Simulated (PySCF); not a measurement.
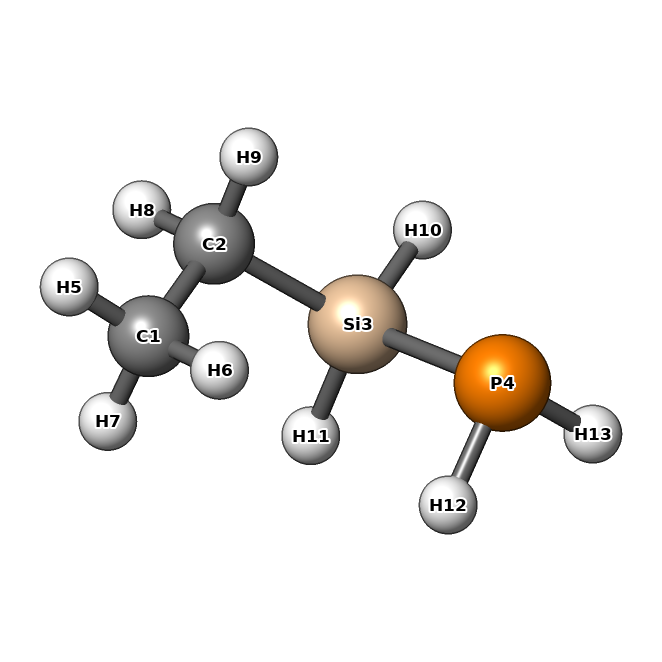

The thickness of each stick grows with its Mayer bond order. Geometry: a distorted geometry made from a computed GFN2-xTB structure, not a minimum. Method: PBE0/pcSseg-1 (PySCF 2.14.0).

List the Mayer bond orders of C1–C2, C1–H5, C1–H6, C1–H7, C2–Si3, C2–H8, C2–H9, Si3–P4, Si3–H10, Si3–H11, P4–H12, P4–H13.

| bond | Mayer order | length (Å) |
| --- | --- | --- |
| C1–C2 | 1.05 | 1.524 |
| C1–H5 | 0.97 | 1.089 |
| C1–H6 | 0.96 | 1.090 |
| C1–H7 | 0.96 | 1.088 |
| C2–Si3 | 0.92 | 1.905 |
| C2–H8 | 0.95 | 1.090 |
| C2–H9 | 0.94 | 1.092 |
| Si3–P4 | 1.00 | 2.245 |
| Si3–H10 | 0.95 | 1.467 |
| Si3–H11 | 0.92 | 1.470 |
| P4–H12 | 0.93 | 1.383 |
| P4–H13 | 0.94 | 1.383 |
